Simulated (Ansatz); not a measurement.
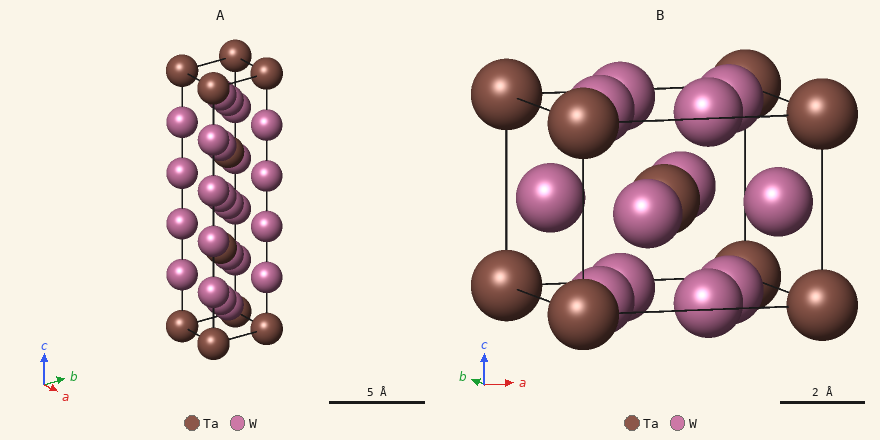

Two structures of TaW₄, each relaxed to rest (conventional cells in solid outline, small ones repeated, not to one scale). Method: DFT PBE, scalar-relativistic, plane waves, PAW (Ansatz), without spin polarisation.

Which structures are these?

Answer. A: 15 atoms a cell on a rhombohedral (trigonal R) lattice, R-3m. B: 10 atoms a cell on a body-centred tetragonal lattice, I4/m.

Which has the lower energy, and by how much?

Answer. A is lower, by 359 meV/atom at this level of theory (energies at zero smearing). Volumes: A 16.5, B 16.9 Å³/atom.

One or both may be structure types tried for this composition rather than known phases.
